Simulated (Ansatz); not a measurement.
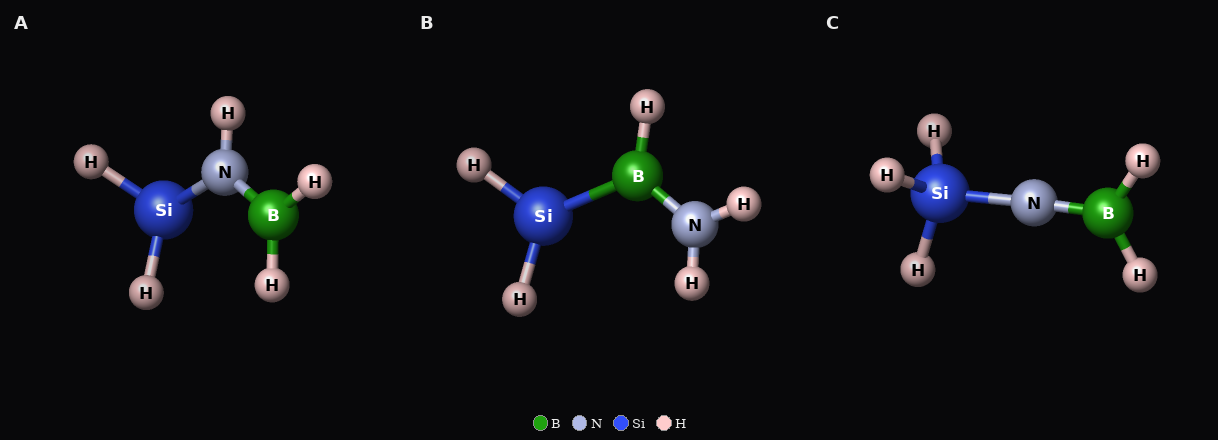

3 stationary structures of one formula. State: neutral, doublet. Geometries: PBE0-D4/def2-TZVP. Electronic energies: PBE0-D4/def2-TZVP (Ansatz 0.2.0), without zero-point energy. No frequency run is at hand to confirm each as a minimum. Each is one conformer, not always the lowest.

Which structure is the most stable?

A is lowest (C1); B lies 5.0 kcal/mol above it (C1), C lies 13.9 kcal/mol above it (Cs).
